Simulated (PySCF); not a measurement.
# F2Mn (MnF2): the cost of one run

The runs use PySCF 2.14.0, with density-fitted response routines of our own; the level of theory stands in each step. All values are computed, except where a source is named. Atoms count from 0, in the outputs and in this text.

**1. Starting geometry**

3 atoms, charge 0, multiplicity 6; geometry from: GFN2-xTB. The atoms were then displaced at random by about 0.03 Å, so the start is not that level's minimum.

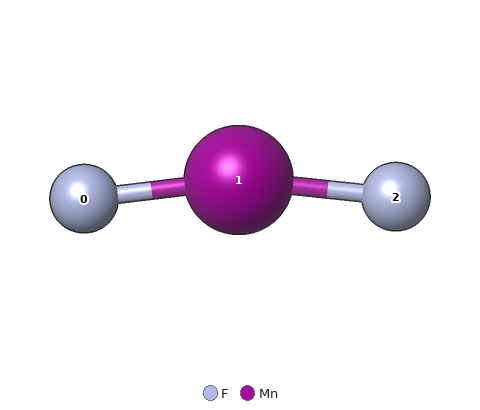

The starting geometry (fluorine light blue, manganese purple), atoms numbered.

**2. Geometry optimisation at PBE0-D3(BJ)/def2-SVP**

Job settings and geometry (Å):

```
{"job": {"xc": "PBE0", "basis": "def2-SVP", "d3": "d3bj", "grid": 1, "shake": 0.03, "kind": "geom"}, "charge": 0, "multiplicity": 6}
F     -1.632110    -0.148030     0.001520
Mn    -0.010410     0.089540    -0.017780
F      1.649080    -0.043800    -0.028740
```

On the command line:

```sh
$ OMP_NUM_THREADS=1 python probes_run.py task.json out
```

This one command runs all jobs of the session in turn.

Q: Estimate the wall time and peak memory of this first job on 1 thread of AMD EPYC 9R45, shared host.

About 23 s, with a peak of 0.27 GiB.
